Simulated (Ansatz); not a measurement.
CH$_{5}$AlBrGa (SMILES [CH3][Al]([GaH2])[Br])

```yaml
atoms:
  - { symbol: C, position_ang: [-0.2080, 1.6061, -0.8431] }
  - { symbol: Al, position_ang: [-0.2896, -0.2832, -0.3814] }
  - { symbol: Ga, position_ang: [0.6470, -1.5840, 1.5505] }
  - { symbol: Br, position_ang: [-1.4445, -1.6096, -1.8422] }
  - { symbol: H, position_ang: [-1.2187, 2.0184, -0.9272] }
  - { symbol: H, position_ang: [0.3446, 2.2007, -0.1119] }
  - { symbol: H, position_ang: [0.2688, 1.7353, -1.8202] }
  - { symbol: H, position_ang: [2.0700, -2.2632, 1.4959] }
  - { symbol: H, position_ang: [-0.1697, -1.8204, 2.8796] }
```

Geometry: PBE0-D4/def2-TZVP.

All numbers below come from RKS PBE0-D4/def2-TZVPP (Ansatz 0.2.0).

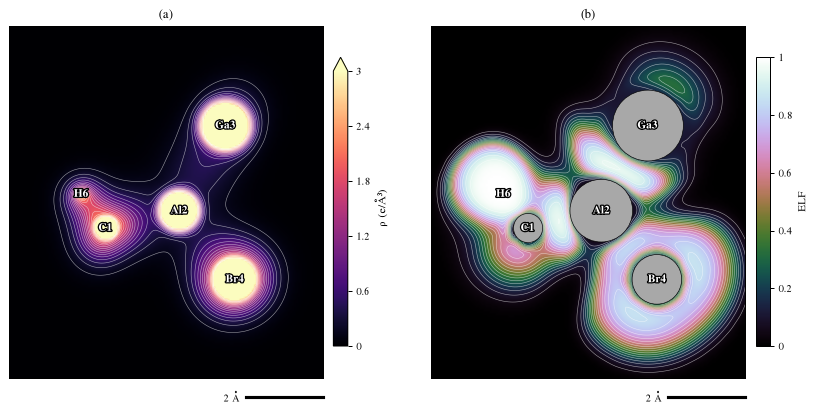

Figure 1. (a) electron density; (b) electron localisation function on the plane of atoms C1, Al2 and Br4. Grey discs cover the atomic cores in the ELF map.

**What does the map show?**

- The section cuts through C, Al, Ga, Br and H sites.
- C–Al (1.95 Å): ρ is about 0.73 e/Å³ halfway; the ELF peaks at about 0.95 between the atoms: a polar covalent bond.
- Al–Br (2.29 Å): ρ at the midpoint is about 0.62 e/Å³; the ELF peaks at about 0.85 in the valence shell of Br, 1.1 Å from its nucleus, and is about 0.80 at the midpoint.
- Al–Ga (2.51 Å): the density is about 0.44 e/Å³ at the midpoint; the ELF peaks at about 0.95 between the atoms: a shared electron pair.
- C–H (1.09 Å): ρ at the midpoint is about 1.9 e/Å³; the ELF climbs to about 1 towards the hydrogen, as it does in any bond to H: a covalent bond by its length.
- The ELF also peaks beside Br4, away from the bonds: lone-pair regions.

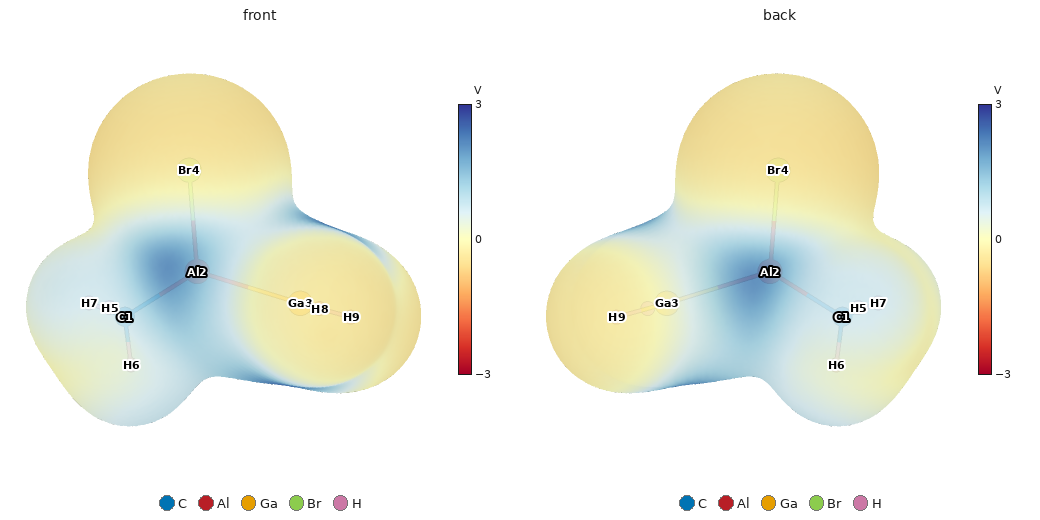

Figure 2. The molecular electrostatic potential painted on the density surface at 0.001 e/bohr³, seen from the front and from behind; the colour scale runs from red (negative) to blue (positive).

**Describe the electrostatic potential map.**

The most negative region (about −0.5 V, or −12 kcal/mol for a unit charge) lies over Br4, the most positive (about +2.3 V, or +53 kcal/mol for a unit charge) over Ga3.

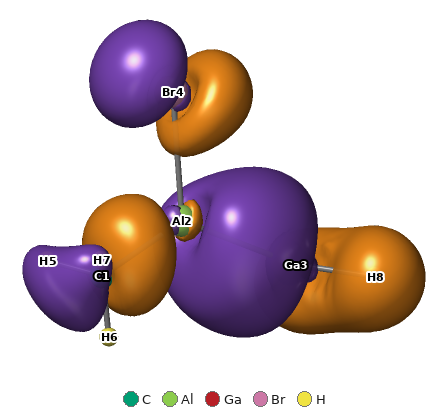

Figure 3. One frontier orbital at ±0.08 Å⁻³ᐟ² (orange and purple are the two phases), seen at a tilt.

**Which orbital is it: HOMO or LUMO?**

The HOMO, at −6.99 eV. Its weight (Hirshfeld) is mainly on Ga3 (about 30 %), Al2 (about 25 %), Br4 (about 15 %), C1 (about 10 %), H8 (about 5 %) and H9 (about 5 %).

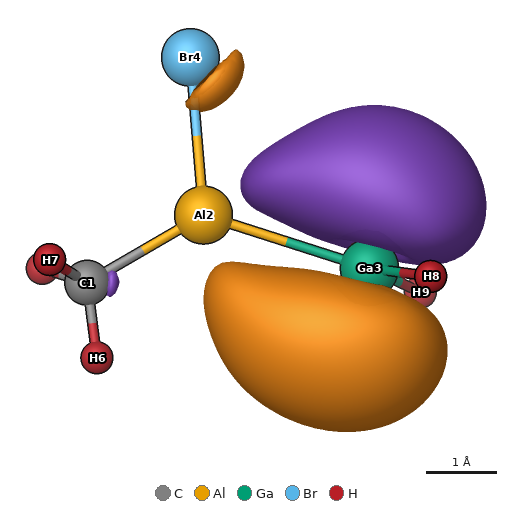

Figure 4. The LUMO at ±0.1 Å⁻³ᐟ² (orange and purple are the two phases), seen across its widest extent.

**What is the character of this orbital?**

By Hirshfeld shares it lies mainly on Ga3 (about 70 %) and Al2 (about 15 %). Its energy is −2.21 eV.
